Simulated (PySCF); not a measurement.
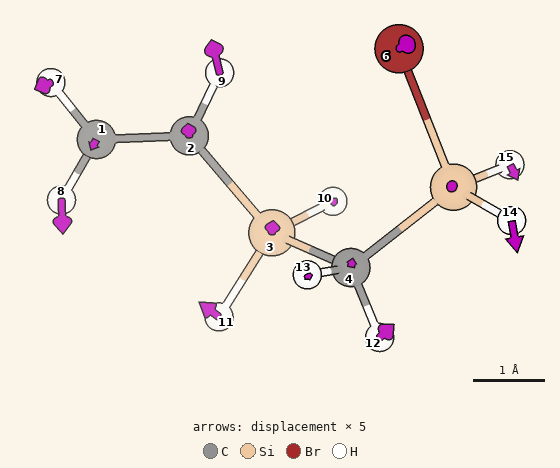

A relaxation of C3H9BrSi2. The starting structure is drawn; purple arrows show the displacements, 5 times their true length. The two geometries are superimposed by the best rigid fit.

The picture is a ball-and-stick view, seen at a tilt.

The start comes from GFN2-xTB.

These are results of PySCF, PBE0-D3(BJ)/def2-SVP geometry optimisation, gas phase, not measurements. 

Question: Atoms of which element are displaced furthest, and by how much?

Answer: Hydrogen: up to 0.15 Å, against 0.10 Å for bromine.

Question: What did the optimiser do to the structure, and how much energy did it gain?

Answer: After 4 geometry steps the energy has fallen by 0.101 eV. The largest force component goes from 0.91 to 0.019 eV/Å. The largest move after the best rigid fit is that of an H atom, 0.15 Å. Largest moves by element: H 0.15 Å, Br 0.10 Å, C 0.05 Å, Si 0.05 Å. Near-neighbour distances that change, for instance: H–Si 1.459 → 1.491 Å, C–Si 1.916 → 1.892 Å, C–Si 1.886 → 1.865 Å, C–H 1.079 → 1.096 Å. Bond angles that change, for instance: C–Si–C 109.7° → 112.6°, C–Si–H 110.8° → 107.9°, Br–Si–H 104.6° → 107.1°. The run took roughly 50 core-seconds on a shared host.
